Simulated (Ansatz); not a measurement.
# linear Pb chain: period, moment and channels by functional, part 3 of 3

How many channels does the linear Pb chain carry, and how sure is the answer?

Ansatz 0.2.0; DFT PBE, plane waves, PAW; relaxation of a chain's period (the session's first sound run).

So far, conductance of the lead as this run defines it (G₀): 3.00 in steps 3, 5 and 7.

**9. The perfect wire, level RPBE, k-mesh 1×1×28**

This step: DFT RPBE, plane waves, PAW; channels and complex bands of a perfect chain (Ansatz 0.2.0).

The channels are counted again under RPBE, at the period that it gave.

input.yaml

```yaml
crystal:
  lattice:
    - [7.5, 0.0, 0.0]
    - [0.0, 7.5, 0.0]
    - [0.0, 0.0, 2.9559489622]
  atoms:
    - { symbol: Pb, position: [0.5, 0.5, 0.0] }
kpoints:
  mp_grid: { grid: [1, 1, 28] }
  band_path: { path: ["Γ", Z], npoints: 60 }
scf:
  occupations: { method: fermi_dirac, width: 0.05 }
hamiltonian:
  xc: rpbe
output:
  transmission:
    e_range: [-2, 2]
    de: 0.035
    kmesh: [1, 1]
    reduced_basis: true
    leads: [[0, 0]]
  dos: { projected: true, e_range: [-6, 4] }
```

Launch:

```
> ansatz run input.yaml --threads 4 --pin off --max-ram 8192MiB --backend cpu --events-out ev --progress --plain --runs-dir out
```

Numbers of over 12 decimals in the logs are rounded to 6 here.

The log of the run:

```text
[...]
Crystal: 1 atoms, lattice volume = 166.272 Å³
Basis set: ecut = 420 eV, 3265 PW (Γ)
Bands: 11, of which v1, the nominal top of the filled ones, is band 7 counted from 1 (6 counted from 0)
Symmetry: 16 space group operations
[...]
k-points: 15 of 28
[...]
k-point 14: bands = [... 3 lower, -18.1207, -17.7126, -6.9821, -3.4929, 1.5196, 1.5196, 5.2446, 5.2446]
--- Transmission ---
  basis      : 497 plane waves across, 4 finite elements along
  points     : 1, standing for a mesh of 1 x 1
[...]
crystal 0  : Pb1, at the sites [0, 0], period 2.9559 Å: whole cells are its period
[...]
filled         : 4.6 meV over the level at which it is neutral
    channels       : 3.000000e0 a spin
[...]
[key lines of the parts left out:]
SCF converged after 6 iterations
Free energy (F): -11920.525085 eV
Fermi energy:    -1.177099 eV
```

Run time: 6.6 s. Hardware: 4 threads of Intel Xeon 6975P-C (Granite Rapids), shared host; peak memory 0.51 GiB; 22 s of CPU time.

At the computed energy nearest the Fermi level there are 3 channels a spin, and the thermal average gives 3.00 G₀.

**10. Side by side**

Times are for 4 threads of Intel Xeon 6975P-C (Granite Rapids), shared host. Results by setting:

```tsv
no.	level	conductance of the lead as this run defines it (G₀)	time	memory (GiB)
1	PBE	3.000	7.1 s	0.5
2	LDA	3.000	7.6 s	0.57
3	PBEsol	3.000	8.2 s	0.5
4	RPBE	3.000	6.6 s	0.51
```

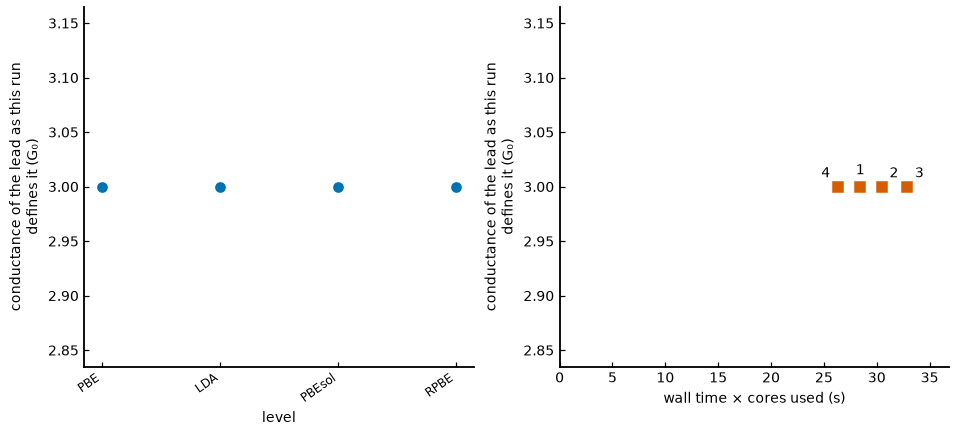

The series as plots; the last panel sets the first result against cost, with the runs numbered as in the table.

The runs together. Table of open channels of the lead by energy, zero at the Fermi level:

```tsv
energy (eV)	PBE	LDA	PBEsol	RPBE
-2.000	1	1	1	1
-1.510	1	1	1	1
-0.985	1	1	1	1
-0.495	3	3	3	3
-0.005	3	3	3	3
0.485	3	3	3	3
1.010	3	3	3	3
1.500	3	3	3	3
```

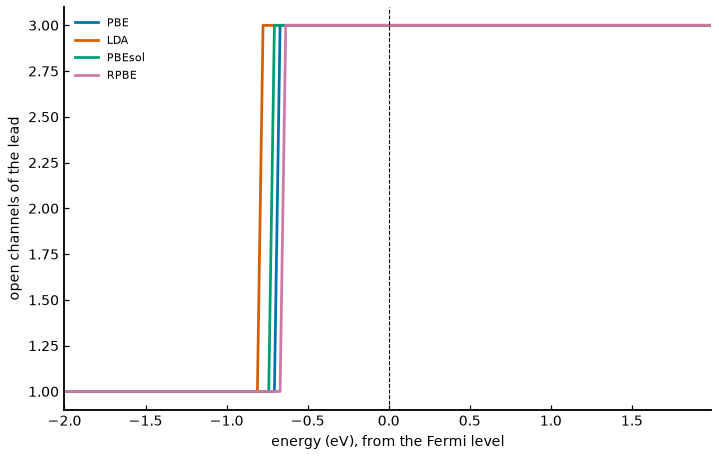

Open channels of the lead, plotted against energy.

**11. Relaxing the period, cutoff 850 eV**

This step: DFT PBE, plane waves, norm-conserving; relaxation of a chain's period (Ansatz 0.2.0).

The same functional on other atomic datasets tests how far the result hangs on the treatment of the cores. Against the first PBE run of this kind, the cutoff is 850 eV against 420.

input.yaml

```yaml
crystal:
  lattice:
    - [7.5, 0.0, 0.0]
    - [0.0, 7.5, 0.0]
    - [0.0, 0.0, 2.7156]
  atoms:
    - { symbol: Pb, position: [0.5, 0.5, 0.0], spin: 0.5 }
magnetization:
  spin_polarized: true
kpoints:
  mp_grid: { grid: [1, 1, 30] }
scf:
  occupations: { method: fermi_dirac, width: 0.05 }
hamiltonian:
  xc: pbe
  pseudopotentials: { kind: nc }
relax:
  cell: { fix: [a, b, alpha, beta, gamma] }
  max_steps: 60
```

The log of the run:

```text
[...]
Crystal: 1 atoms, lattice volume = 152.752 Å³
Basis set: ecut = 850 eV, 8561 PW (Γ), exchange–correlation on 144×144×54 points (8 copies of the dense FFT grid, shifted against one another)
Bands: 12, of which v1, the nominal top of the filled ones, is band 7 counted from 1 (6 counted from 0)
Symmetry: 16 space group operations
[...]
0.277703       0.000000      -0.000000
        0.000000       0.277703      -0.000000
       -0.000000      -0.000000       0.003410
  P = ⅓ Tr σ = 0.1863 GPa (1.863 kbar)
--- Relaxed structure (4 steps of the walk, 4 accepted, 1 SCFs on fresh bases) ---
[...]
cell:  # Å, volume = 164.3216 Å³
    - [7.5, 0, 0]
    - [0, 7.5, 0]
    - [0, 0, 2.921273]
  atoms:
    - { symbol: Pb, position: [0.5, 0.5, 0] }
[key lines of the parts left out:]
SCF converged after 5 iterations
Magnetization: -0.0000 μB (7.0000 up, 7.0000 down)
Free energy (F): -2253.366686 eV
Fermi energy:    -1.209136 eV
```

Run time: 13 s. Hardware: 4 threads; peak memory 0.67 GiB; 45 s of CPU time.

The cell's length comes to 2.921 Å, +0.1 % against the first run, with no moment.

**12. The relaxed wire**

This step: DFT PBE, plane waves, PAW; relaxation of a chain's period (Ansatz 0.2.0).

No moment formed, so a run without spin should agree; this checks it and saves time.

input.yaml, the sections that differ from step 11:

```yaml
crystal:
  lattice:
    - [7.5, 0.0, 0.0]
    - [0.0, 7.5, 0.0]
    - [0.0, 0.0, 2.7156]
  atoms:
    - { symbol: Pb, position: [0.5, 0.5, 0.0] }
hamiltonian:
  xc: pbe
# kpoints, scf, relax: as in step 11
# magnetization: removed
```

The log of the run:

```text
[...]
Crystal: 1 atoms, lattice volume = 152.752 Å³
Basis set: ecut = 420 eV, 3033 PW (Γ), exchange–correlation on 108×108×40 points (8 copies of the dense FFT grid, shifted against one another)
Bands: 11, of which v1, the nominal top of the filled ones, is band 7 counted from 1 (6 counted from 0)
Symmetry: 16 space group operations
[...]
k-points: 16 of 30
[...]
--- Stress (GPa, compression-positive) ---
        0.277286       0.000000      -0.000000
        0.000000       0.277286       0.000000
       -0.000000       0.000000       0.001988
  P = ⅓ Tr σ = 0.1855 GPa (1.855 kbar)
--- Relaxed structure (4 steps of the walk, 4 accepted, 1 SCFs on fresh bases) ---
[...]
cell:  # Å, volume = 164.2027 Å³
    - [7.5, 0, 0]
    - [0, 7.5, 0]
    - [0, 0, 2.919160]
  atoms:
    - { symbol: Pb, position: [0.5, 0.5, 0.0] }
[key lines of the parts left out:]
SCF converged after 6 iterations
Free energy (F): -11905.087495 eV
Fermi energy:    -1.293074 eV
```

Wall time 2.3 s (4 threads); peak memory 0.46 GiB; 7 s of CPU time.

The cell's length comes to 2.919 Å, +0.0 % against the first run, with spin left out.

**13. Comparing the runs**

Times are for 4 threads of Intel Xeon 6975P-C (Granite Rapids), shared host. The series side by side:

```tsv
no.	level	cell length along the wire (Å)	time	memory (GiB)
1	PBE	2.919	5.9 s	0.49
2	LDA	2.791	4.3 s	0.46
3	PBEsol	2.835	4.3 s	0.48
4	RPBE	2.956	7.3 s	0.5
5	PBE, NC files	2.921	13 s	0.67
6	PBE, no spin	2.919	2.3 s	0.46
```

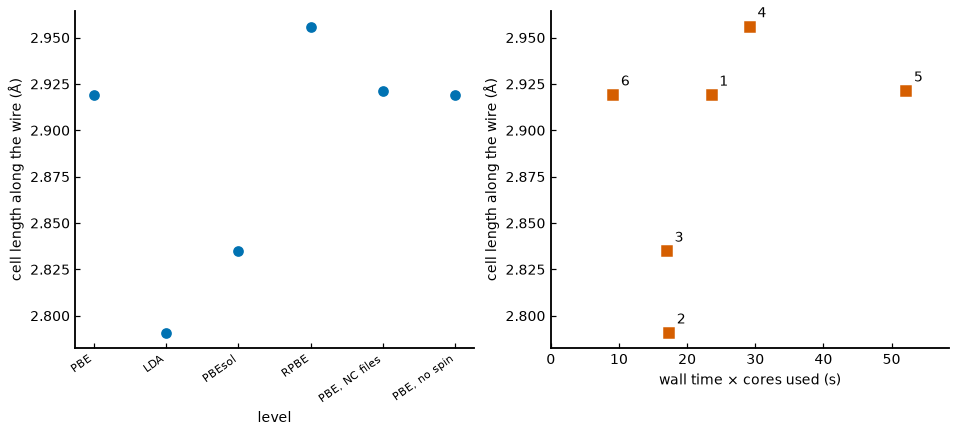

The series as plots; the last panel sets the first result against cost, with the runs numbered as in the table.

**14. Two-component spinors**

This step: DFT PBE, plane waves, fully relativistic PAW; channels of a perfect chain with spin-orbit coupling (Ansatz 0.2.0).

Spin-orbit coupling mixes the spins and splits bands that cross or touch without it, so it can open or close channels. Fully relativistic datasets take the place of the scalar ones. The window is narrow, since spinor matrices are twice as large.

input.yaml

```yaml
crystal:
  lattice:
    - [7.5, 0.0, 0.0]
    - [0.0, 7.5, 0.0]
    - [0.0, 0.0, 2.9190662862]
  atoms:
    - { symbol: Pb, position: [0.5, 0.5, 0.0] }
kpoints:
  mp_grid: { grid: [1, 1, 28] }
  band_path: { path: ["Γ", Z], npoints: 60 }
scf:
  occupations: { method: fermi_dirac, width: 0.05 }
hamiltonian:
  xc: pbe
  pseudopotentials: { kind: paw_fr }
output:
  transmission:
    e_range: [-0.42, 0.42]
    de: 0.035
    kmesh: [1, 1]
    reduced_basis: false
    leads: [[0, 0]]
magnetization:
  noncollinear: true
  spin_orbit: true
```

The log of the run:

```text
[...]
non-collinear run that drives no moment, with spin-orbit: no starting moment large enough to seed its density (crystal.atoms[].spin), no starting occupations that ask for one, no magnetisation constraint and no magnetic field, so the semilocal B_xc is pinned to zero
Crystal: 1 atoms, lattice volume = 164.197 Å³
Basis set: ecut = 420 eV, 3225 PW (Γ)
Bands: 22, of which v1, the nominal top of the filled ones, is band 14 counted from 1 (13 counted from 0)
Symmetry: 16 space group operations + 16 with time reversal
[...]
k-points: 15 of 28
Projection manifold: j_resolved (fully-relativistic pseudo-atomic orbitals)
[...]
SCF iter   1: F=—  HF=-11943.996618 eV  |F-HF|=—  |Δ(HF+E_count)|=         —  Δρ=6.22e-3  dr2=1.86e-1  dr2_m=0.00e0 (ungated)  ethr=1.32e-3  |M|=0.00e0 ∫|m|=0.00e0 μB  |m|>n=0.0e0 m-floor=0.0e0 τ_xc=0.0e0  β_m=1.00  ⟨swp⟩=1.3  Hψ=1472  notcnv=0
[...]
spin=Noncollinear: LDOS preconditioning applied to the charge; magnetization (m_x, m_y, m_z) channels mix plain (no charge-response kernel on spin).
SCF iter   2: F=—  HF=-11943.914681 eV  |F-HF|=—  |Δ(HF+E_count)|=   8.19e-2  Δρ=2.81e-3  dr2=2.20e-2  dr2_m=0.00e0 (ungated)  ethr=1.32e-3  |M|=0.00e0 ∫|m|=0.00e0 μB  |m|>n=0.0e0 m-floor=0.0e0 τ_xc=0.0e0  β_m=1.00  ⟨swp⟩=2.6  Hψ=267  notcnv=0
[...]
SCF iter   7: F=-11943.921451 eV  HF=-11943.921451 eV  |F-HF|=2.61e-8  |Δ(HF+E_count)|=   5.34e-7  Δρ=3.50e-6  dr2=2.02e-8  dr2_m=0.00e0 (ungated)  ethr=7.14e-10  |M|=0.00e0 ∫|m|=0.00e0 μB  |m|>n=0.0e0 m-floor=0.0e0 τ_xc=0.0e0  ⟨swp⟩=7.1  Hψ=781  notcnv=0
SCF 1 converged in 7 iterations: F = -11943.921451 eV  dr2 = 2.02e-8
[...]
transmission: 4 of 4 steps passed
SCF converged after 7 iterations
Magnetization: |M| = 0.0000 μB,  M = (+0.0000, +0.0000, +0.0000) μB
Absolute magnetization: 0.0000 μB (∫|m|)
  site 0: m = (+0.0000, +0.0000, +0.0000) μB, |m| = 0.0000 μB  (R = 1.20 Å)
Free energy (F): -11943.921451 eV
[...]
Internal energy: -11943.905482 eV  (E = F + TS)
E sigma→0 (E₀):  -11943.913466 eV
Entropy (-TS):   -0.015969 eV (-15.969 meV/atom)
Fermi energy:    -1.236649 eV
[...]
--- Band table (eV; the first three rows and the last of 15) ---
  k-point 0: bands = [... 10 lower, -10.4432, -10.4432, -2.3719, -2.3719, -1.4146, -1.4146, 1.4149, 1.4149, ... 4 higher]
  k-point 1: bands = [... 10 lower, -10.4219, -10.4219, -2.3460, -2.3460, -1.3870, -1.3870, 1.4367, 1.4367, ... 4 higher]
  k-point 2: bands = [... 10 lower, -10.3575, -10.3575, -2.2688, -2.2688, -1.3047, -1.3047, 1.5021, 1.5021, ... 4 higher]
  k-point 14: bands = [... 10 lower, -6.6091, -6.6091, -3.6452, -3.6452, 1.1121, 1.1121, 2.2121, 2.2121, ... 4 higher]
--- Transmission ---
  basis      : 497 plane waves across, 4 finite elements along
  points     : 1, standing for a mesh of 1 x 1
[...]
crystal 0  : Pb1, at the sites [0, 0], period 2.9191 Å: whole cells are its period
[...]
filled         : 8.6 meV under the level at which it is neutral
    channels       : 6.000000e0 of both spins
[...]
```

The job ended after 2.3 min (4 threads; peak memory 4.9 GiB).

Numbers from this step:

```
energy at zero smearing                                    : -11943.9135 eV
conductance of the lead as this run defines it             : 2.999 G₀
channels at the energy nearest the Fermi level, both spins : 6
```

Table of open channels of the lead, both spins by energy, zero at the Fermi level:

```tsv
energy (eV)	open channels of the lead, both spins
-0.420	4
-0.315	4
-0.245	4
-0.140	6
-0.035	6
0.000	6
0.035	6
0.140	6
0.245	6
0.315	2
0.420	2
```

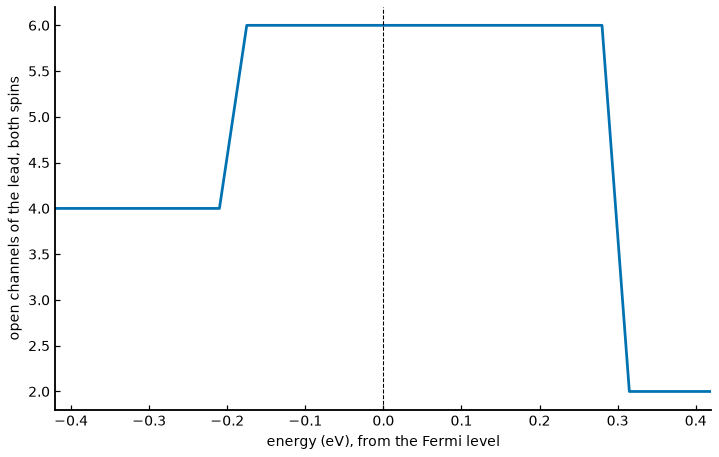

Open channels of the lead, both spins, plotted against energy.

The slowest values at each energy, most degenerate partners merged, listed up to 1.5 1/Å. Table of Im kz of the slowest decaying states by energy, zero at the Fermi level:

```tsv
energy (eV)	decay 1 (Å⁻¹)	decay 2 (Å⁻¹)	decay 3 (Å⁻¹)	decay 4 (Å⁻¹)
-0.420	0.226	0.913	1.11	1.23
-0.315	0.171	0.898	1.10	1.22
-0.210	0.0828	0.881	1.09	1.21
-0.105	0.865	1.07	1.20	1.21
0.000	0.848	1.06	1.19	1.20
0.105	0.831	1.05	1.18	1.19
0.210	0.814	1.03	1.17	1.18
0.315	0.0296	0.796	1.02	1.16
0.420	0.0587	0.778	1.01	1.15
```

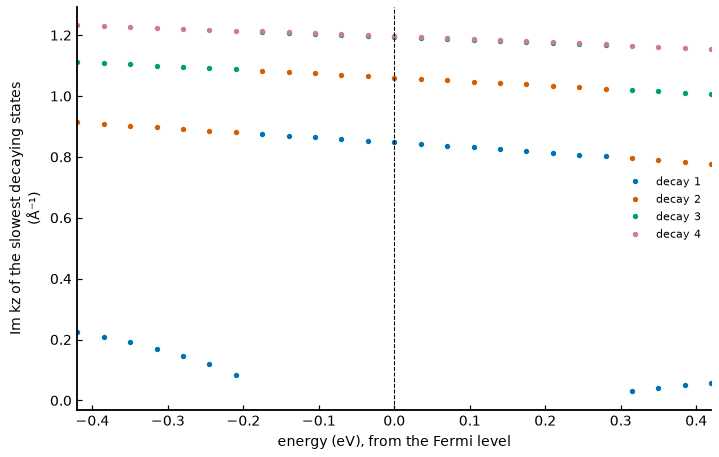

Im kz of the slowest decaying states, plotted against energy.

Electronic bands along the path, in eV, zero at the Fermi level:

```tsv
point	band 13	band 14	band 15	band 16	band 17	band 18	band 19	band 20
Γ	-1.14	-1.14	-0.18	-0.18	2.65	2.65	4.16	4.16
Z	-2.41	-2.41	2.35	2.35	3.45	3.45	6.60	6.60
```

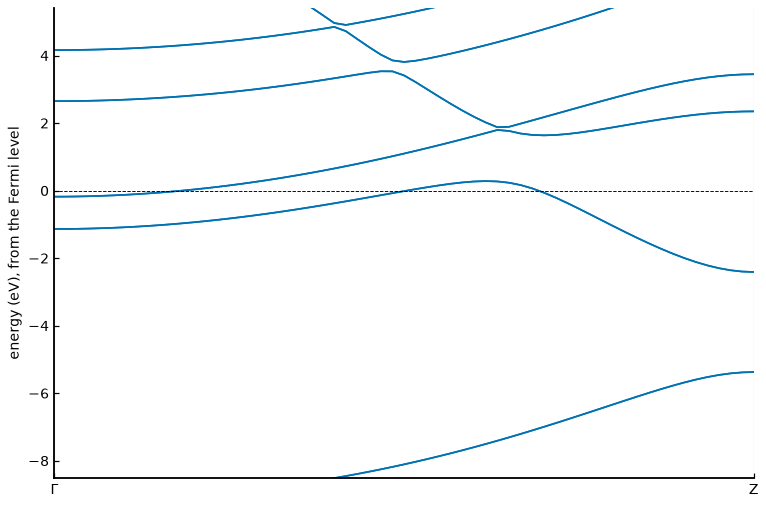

Electronic bands along the path.

At the computed energy nearest the Fermi level there are 6 spinor channels, and the thermal average gives 3.00 G₀.

**15. The same system on other settings**

This step: DFT PBE, plane waves, PAW; channels and complex bands of a perfect chain; changed: scf.occupations.method = "gaussian", scf.occupations.width = 0.15, scf.convergence.dr2_threshold = 1e-08, hamiltonian.pseudopotentials = {"kind": "paw_fr"}, magnetization = {"noncollinear": true, "spin_orbit": true} (Ansatz 0.2.0).

The atoms of the run on the perfect lead (PBE) are kept and the input is varied, to see whether the result depends on it. The ELF is not written this time.

input.yaml, the sections that differ from step 14:

```yaml
scf:
  occupations: { method: gaussian, width: 0.15 }
  convergence: { dr2_threshold: 1.0e-08 }
output:
  transmission:
    e_range: [-2, 2]
    de: 0.035
    kmesh: [1, 1]
    reduced_basis: true
    leads: [[0, 0]]
  dos: { projected: true, e_range: [-6, 4] }
  write_potential: true
  write_density: true
  volumetric_format: npy
# crystal, kpoints, hamiltonian, magnetization: as in step 14
```

The log of the run:

```text
Error: inconsistent input (output.transmission.reduced_basis, magnetization.noncollinear): a run with two-component spinors is solved on all plane waves alone: leave reduced_basis out
```

The job ended after 0.07 s (4 threads; peak memory 0.11 GiB).

The input was rejected at the start.

The program's message: “Error: inconsistent input (output.transmission.reduced_basis, magnetization.noncollinear): a run with two-component spinors is solved on all plane waves alone: leave reduced_basis out”

**16. A varied input: hamiltonian.xc = "revpbe"**

This step: DFT revPBE, plane waves, PAW; channels and complex bands of a perfect chain; changed: hamiltonian.xc = "revpbe" (Ansatz 0.2.0).

The atoms of the run on the perfect lead (PBE) are kept and the input is varied, to see whether the result depends on it. The ELF is not written this time.

input.yaml, the sections that differ from step 15:

```yaml
scf:
  occupations: { method: fermi_dirac, width: 0.05 }
hamiltonian:
  xc: revpbe
# crystal, kpoints, output: as in step 15
# magnetization: removed
```

The log of the run:

```text
[...]
Crystal: 1 atoms, lattice volume = 164.197 Å³
Basis set: ecut = 420 eV, 3225 PW (Γ)
Bands: 11, of which v1, the nominal top of the filled ones, is band 7 counted from 1 (6 counted from 0)
Symmetry: 16 space group operations
[...]
k-points: 15 of 28
[...]
k-point 14: bands = [... 3 lower, -18.1225, -17.7096, -6.8852, -3.5943, 1.5943, 1.5943, 5.3238, 5.3238]
--- Transmission ---
  basis      : 497 plane waves across, 4 finite elements along
  points     : 1, standing for a mesh of 1 x 1
[...]
crystal 0  : Pb1, at the sites [0, 0], period 2.9191 Å: whole cells are its period
[...]
filled         : 19.8 meV over the level at which it is neutral
    channels       : 3.000000e0 a spin
[...]
[key lines of the parts left out:]
SCF converged after 6 iterations
Free energy (F): -11916.107780 eV
Fermi energy:    -1.191319 eV
```

The job ended after 6.1 s (4 threads; peak memory 0.48 GiB; 20 s of CPU time).

This step gave:

| Property | Result |
| --- | --- |
| energy at zero smearing | -11916.1011 eV |
| conductance of the lead as this run defines it | 3.000 G₀ |

It took 6.1 s against 7.1 s for the run it varies, and the conductance is 3.00 G₀ against 3.00 G₀.

The channels at the energy nearest the Fermi level, one spin and conductance of the lead as this run defines it stay within 0.2 % plus 0.001 of the run it varies.

**17. Summary of results**

| Item | Value |
| --- | --- |
| cell length, PBE | 2.919 Å |
| cell length, LDA | 2.791 Å |
| cell length, PBEsol | 2.835 Å |
| cell length, RPBE | 2.956 Å |
| cell length, PBE, NC files | 2.921 Å |
| cell length, PBE, no spin | 2.919 Å |
| conductance, PBE | 3.00 G₀ |
| conductance, LDA | 3.00 G₀ |
| conductance, PBEsol | 3.00 G₀ |
| conductance, RPBE | 3.00 G₀ |
| conductance, with spin-orbit coupling | 3.00 G₀ |

What this shows: Under PBE the cell's length is 2.92 Å, no moment survives, and it is a metal with 3 channels a spin next to the Fermi level, 3.00 G₀ at 300 K. The cell's length spans 5.9 % over the functionals, shortest under LDA and longest under RPBE. A perfect wire passes every open channel, so the conductance counts half a G₀ for each forward-moving state at the Fermi level, spin by spin. Transport is coherent and elastic here: the atoms are frozen, so scattering by vibrations plays no part. The lead's cell of one atom keeps the chain straight and evenly spaced; a zigzag or dimerised form may lie lower.

[Logs are printed without paths, hosts, clocks, repeated set-up lines and the standing remarks that a program may print on its own settings, such as how far it seeks lower states.]

[Hosts, paths, dates, database ids (printed as entryN), source tags and the programs' standing remarks are cut or masked in the printed files.]
